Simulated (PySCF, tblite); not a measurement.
# As₃₄H₁₆: electronic excitations

Wanted: electronic excitations for As₃₄H₁₆.

Programs: tblite 0.8.0 and PySCF 2.14.0, with routines of our own; each step states its level. All values are computed. Atoms count from 0.

## Step 1: The starting structure

50 atoms, charge 0, multiplicity 1; geometry from: force field, distance geometry or constructed start.

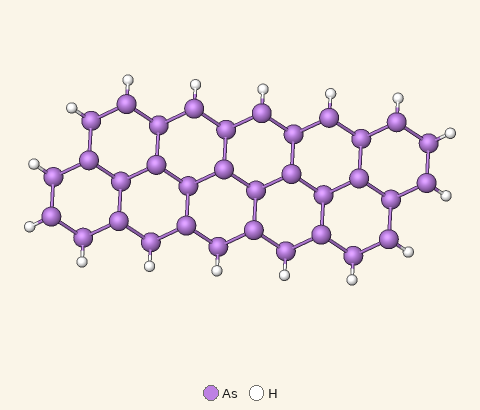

The starting geometry (arsenic purple, hydrogen white).

## Step 2: Relaxing the molecule with GFN2-xTB

What the job is given:

```
{"job": {"kind": "relax", "xc": "GFN2-xTB", "basis": "xTB"}, "charge": 0, "multiplicity": 1}
As    -4.479400     2.587200    -0.701600
As    -6.281300     3.627300     0.693100
As    -8.066600     2.586700    -0.699000
As    -8.072500     0.522200     0.693800
As    -6.279100    -0.519000    -0.696600
As    -4.487600     0.517300     0.697400
As     8.071900    -0.516100    -0.703300
As     6.281500     0.520500     0.701500
As     4.487000    -0.519900    -0.700400
As     4.481500    -2.589800     0.701600
As     6.276000    -3.625900    -0.702100
As     8.069300    -2.591000     0.700000
As     2.687200     2.589700    -0.695000
As     0.899100     3.624100     0.697300
As    -0.899100     2.594100    -0.699800
As    -0.898800     0.518400     0.706300
As     0.897300    -0.515900    -0.699100
As     2.689500     0.514400     0.699000
As    -9.866200    -0.516000    -0.697500
As    -9.862800    -2.588100     0.702700
As    -8.074100    -3.620900    -0.698500
As    -6.279000    -2.587500     0.699800
As     6.281500     2.593600    -0.693400
As     4.480100     3.620400     0.698500
As    -2.690100     3.627300     0.700900
As    -2.696700    -0.518700    -0.697500
As    -2.689900    -2.586700     0.699300
As    -0.897500    -3.624100    -0.698800
As     0.897500    -2.588600     0.698000
As     2.691700    -3.624300    -0.696600
As    -4.480700    -3.624100    -0.701100
As     9.863700     2.590300    -0.699800
As     8.070800     3.624800     0.698100
As     9.867700     0.516500     0.703700
H     -6.276900     4.885800    -0.154500
H     -9.161900     3.220900     0.148300
H      6.277300    -4.883900     0.147100
H      9.163300    -3.216200    -0.153800
H      0.898000     4.880100    -0.151300
H    -10.961000     0.115200     0.152400
H    -10.956300    -3.221000    -0.147400
H     -8.065900    -4.889600     0.154900
H      4.489200     4.885000    -0.154800
H     -2.688000     4.883500    -0.153000
H     -0.900600    -4.882300     0.153600
H      2.688700    -4.882400     0.147800
H     -4.481900    -4.883900     0.150600
H     10.955900     3.221300     0.153500
H      8.073400     4.884400    -0.151000
H     10.958100    -0.111100    -0.149200
```

The run is started by

```console
$ OMP_NUM_THREADS=8 python large_run.py task.json out
```

One launch serves the whole session: the jobs run in the order shown.

What it wrote:

```text
step      E/eV     max force
  0   -2429.11632    0.998
  1   -2429.38452    0.753
  2   -2429.69477    0.194
  3   -2429.70601    0.176
  4   -2429.76125    0.175
  5   -2429.77742    0.194
  6   -2429.81244    0.202
  7   -2429.83430    0.160
  8   -2429.84848    0.142
  9   -2429.85696    0.141
 10   -2429.86780    0.158
 11   -2429.88051    0.170
 12   -2429.89243    0.146
 13   -2429.90000    0.110
 14   -2429.90458    0.098
 15   -2429.90760    0.064
 16   -2429.90934    0.065
 17   -2429.91057    0.067
 18   -2429.91209    0.073
 19   -2429.91440    0.068
 20   -2429.91768    0.082
 21   -2429.92162    0.098
 22   -2429.92550    0.085
 23   -2429.92866    0.085
 24   -2429.93090    0.052
 25   -2429.93228    0.048
 26   -2429.93333    0.049
 27   -2429.93468    0.056
 28   -2429.93651    0.067
 29   -2429.93837    0.053
 30   -2429.93960    0.035
 31   -2429.94024    0.038
 32   -2429.94073    0.034
 33   -2429.94125    0.032
 34   -2429.94181    0.038
 35   -2429.94244    0.045
 36   -2429.94307    0.040
 37   -2429.94362    0.026
 38   -2429.94396    0.022
 39   -2429.94414    0.018
```

It took 1.7 min on 8 threads of Intel Xeon 6975P-C, shared host; peak memory 0.17 GiB.

The steps of the relaxation:

| step | energy from step 0 (eV) | largest force (eV/Å) |
| --- | --- | --- |
| 0 | 0.0000 | 0.9979 |
| 1 | -0.2682 | 0.7528 |
| 2 | -0.5784 | 0.1939 |
| 3 | -0.5897 | 0.1756 |
| 4 | -0.6449 | 0.1749 |
| 5 | -0.6611 | 0.1946 |
| 6 | -0.6961 | 0.2022 |
| 7 | -0.7180 | 0.1594 |
| 8 | -0.7322 | 0.1420 |
| 10 | -0.7515 | 0.1583 |
| 12 | -0.7761 | 0.1464 |
| 15 | -0.7913 | 0.0636 |
| 17 | -0.7942 | 0.0670 |
| 20 | -0.8014 | 0.0829 |
| 22 | -0.8092 | 0.0849 |
| 25 | -0.8160 | 0.0480 |
| 27 | -0.8184 | 0.0563 |
| 30 | -0.8233 | 0.0357 |
| 32 | -0.8244 | 0.0341 |
| 35 | -0.8261 | 0.0451 |
| 36 | -0.8267 | 0.0401 |
| 37 | -0.8273 | 0.0256 |
| 38 | -0.8276 | 0.0214 |
| 39 | -0.8278 | 0.0186 |

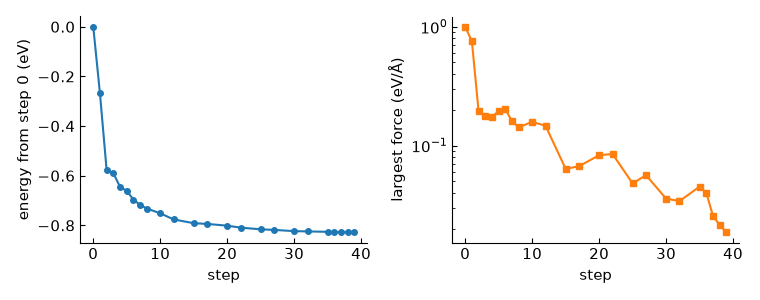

Energy and force, step by step.

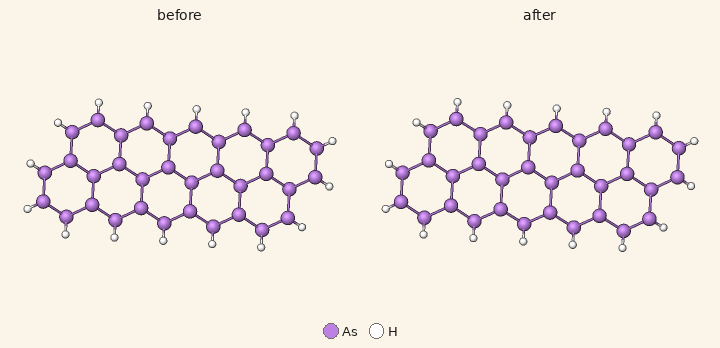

The geometry before (left) and after (right).

Close pairs (by a distance rule), those that changed most:

| bond | before (Å) | after (Å) | change (Å) |
| --- | --- | --- | --- |
| As10–As11 | 2.501 | 2.434 | -0.066 |
| As31–As33 | 2.504 | 2.441 | -0.063 |
| As18–As19 | 2.501 | 2.441 | -0.060 |
| As31–As32 | 2.498 | 2.441 | -0.057 |
| As1–As2 | 2.492 | 2.435 | -0.057 |
| As19–As20 | 2.496 | 2.441 | -0.055 |
| As0–As24 | 2.500 | 2.451 | -0.049 |
| As13–As14 | 2.499 | 2.451 | -0.048 |

The next job starts from the end point, and lists it.

## Step 3: Electronic excitations: TDDFT PBE/def2-SVP

What the job is given:

```
{"job": {"kind": "uv", "basis": "def2-SVP", "grid": 1, "kgrid": 0, "vcut": null, "nstates": 6, "ntriplets": 2, "tda": false, "delta": ["ip_vertical"], "pop": true, "xc": "PBE"}, "charge": 0, "multiplicity": 1}
As    -4.532672     2.676018    -0.622125
As    -6.394745     3.691953     0.635153
As    -8.191453     2.653660    -0.638076
As    -8.196097     0.538324     0.616234
As    -6.341665    -0.518877    -0.691203
As    -4.529557     0.520688     0.648480
As     8.196413    -0.536806    -0.616508
As     6.341956     0.519375     0.691587
As     4.529561    -0.519098    -0.648578
As     4.533205    -2.675429     0.619923
As     6.394465    -3.689823    -0.639588
As     8.191703    -2.654050     0.634596
As     2.712553     2.683756    -0.601356
As     0.901574     3.677213     0.717966
As    -0.912574     2.680795    -0.595684
As    -0.906519     0.522023     0.668200
As     0.906633    -0.521256    -0.666962
As     2.708273     0.527590     0.668409
As   -10.033204    -0.522629    -0.655712
As   -10.023125    -2.626217     0.581960
As    -8.215351    -3.699635    -0.657481
As    -6.357306    -2.655486     0.599223
As     6.358082     2.656707    -0.597913
As     4.546548     3.706942     0.689822
As    -2.737366     3.687003     0.705396
As    -2.708127    -0.526591    -0.667436
As    -2.712415    -2.682959     0.602321
As    -0.901302    -3.676234    -0.716978
As     0.913370    -2.680025     0.596354
As     2.736862    -3.685807    -0.706606
As    -4.546135    -3.705866    -0.688919
As    10.023794     2.627434    -0.578331
As     8.215162     3.700502     0.660350
As    10.032430     0.522704     0.657533
H     -6.375194     4.920107    -0.303993
H     -9.268521     3.241674     0.306699
H      6.375384    -4.919415     0.297435
H      9.268181    -3.240247    -0.311776
H      0.897867     4.929861    -0.170821
H    -11.086557     0.081205     0.305185
H    -11.089669    -3.235306    -0.358708
H     -8.207762    -4.906985     0.310605
H      4.558984     4.930145    -0.249606
H     -2.727836     4.930552    -0.199761
H     -0.897688    -4.929000     0.171674
H      2.727899    -4.929282     0.198491
H     -4.559022    -4.929046     0.250502
H     11.089234     3.235481     0.364243
H      8.207963     4.908303    -0.307346
H     11.087053    -0.080486    -0.302745
```

With the program's defaults for keys left out, this is: TDDFT PBE/def2-SVP, vertical, gas phase, core orbitals frozen in the response.

What it wrote:

```text
start: PBE on a coarse grid of 276402 points
cycle   1  E = -76009.3996265687  dE = -2.112e+01  |g| = 1.432e+00  |ddm| = 9.315e+00
cycle   2  E = -76009.3435129041  dE =  5.611e-02  |g| = 1.407e+00  |ddm| = 1.827e+00
cycle   3  E = -76009.4491425547  dE = -1.056e-01  |g| = 5.668e-01  |ddm| = 1.857e+00
cycle   4  E = -76009.5738450210  dE = -1.247e-01  |g| = 6.731e-02  |ddm| = 9.891e-01
cycle   5  E = -76009.5745673365  dE = -7.223e-04  |g| = 4.280e-02  |ddm| = 1.700e-01
cycle   6  E = -76009.5752045177  dE = -6.372e-04  |g| = 1.225e-02  |ddm| = 8.579e-02
cycle   7  E = -76009.5752254898  dE = -2.097e-05  |g| = 7.298e-03  |ddm| = 2.961e-02
final grid: 276402 points
cycle   8  E = -76009.5750645763  dE =  1.609e-04  |g| = 2.229e-02  |ddm| = 5.037e-02
cycle   9  E = -76009.5732316267  dE =  1.833e-03  |g| = 7.288e-02  |ddm| = 1.590e-01
cycle  10  E = -76009.5752418742  dE = -2.010e-03  |g| = 6.737e-03  |ddm| = 1.233e-01
cycle  11  E = -76009.5752591924  dE = -1.732e-05  |g| = 7.670e-04  |ddm| = 1.173e-02
cycle  12  E = -76009.5752656661  dE = -6.474e-06  |g| = 2.362e-04  |ddm| = 1.508e-03
cycle  13  E = -76009.5752633183  dE =  2.348e-06  |g| = 8.287e-05  |ddm| = 5.019e-04
converged SCF energy = -76009.5752633183

Static polarisability (au): isotropic 1329.991, principal 552.190 1211.605 2226.177

Singlet excitations
state   eV       nm        f      main configurations
  1   2.2098    561.1   0.00000   H->L 0.99
  2   2.2467    551.9   0.00275   H-1->L 0.82, H-2->L 0.17
  3   2.2754    544.9   0.00080   H-2->L 0.82, H-1->L 0.17
  4   2.3059    537.7   0.00039   H->L+1 0.98
  5   2.3449    528.7   0.00000   H-1->L+1 0.90
  6   2.3699    523.2   0.00000   H-2->L+1 0.91

Triplet excitations (Tamm-Dancoff, eV): 2.1407 2.1654
```

Wall time 98 s (8 threads of Intel Xeon 6975P-C, shared host); peak memory 4.7 GiB.

Warnings kept with the result: ip_vertical: open-shell SCF did not converge.

Frontier orbitals and where they lie:

| orbital | eV | atoms |
| --- | --- | --- |
| HOMO−4 | -5.35 | As26 11 %, As12 11 %, As27 7 % |
| HOMO−3 | -5.34 | As24 7 %, As29 7 %, As14 6 % |
| HOMO−2 | -5.18 | As16 9 %, As15 9 %, As3 6 % |
| HOMO−1 | -5.15 | As25 7 %, As17 7 %, As15 7 % |
| HOMO | -5.11 | As8 8 %, As5 8 %, As7 8 % |
| LUMO | -2.94 | As15 6 %, As16 6 %, As25 5 % |
| LUMO+1 | -2.83 | As14 6 %, As28 6 %, As12 6 % |
| LUMO+2 | -2.61 | As28 7 %, As14 7 %, As0 6 % |
| LUMO+3 | -2.60 | As26 8 %, As12 8 %, As14 6 % |

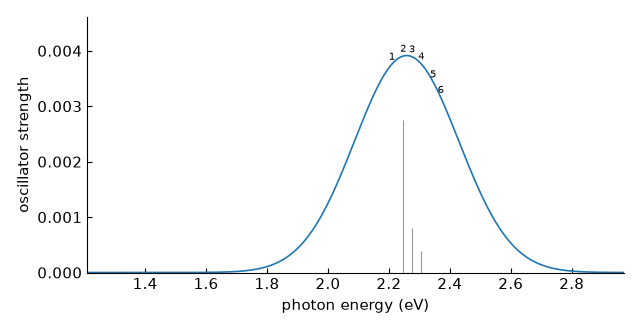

Absorption spectrum from the 6 singlet states computed; above the last one it falls off for lack of states. Lines are broadened to a width of 0.40 eV (Gaussian).

Further results of this job:

| property | computed |
| --- | --- |
| dipole moment (D) | 0.00 |
| polarisability (Å³) | 197.08 |
| HOMO–LUMO gap (eV) | 2.18 |
| −ε(HOMO) (eV) | 5.11 |

## Step 4: Summary of results

| quantity | value |
| --- | --- |
| lowest singlet (PBE/def2-SVP) | 2.21 eV (561 nm), f = 0.000 |
| brightest single state of those computed | state 2, 2.25 eV, f = 0.003 |
| lowest triplet | 2.14 eV |

What this shows: The lowest singlet, at 2.21 eV, is HOMO→LUMO 0.99 and is dark; of the 6 states computed, the strongest absorption comes from states 2 to 3 together at 2.25 eV. The lowest triplet lies 0.07 eV below the lowest singlet (triplets in Tamm-Dancoff, singlets in full TDDFT).
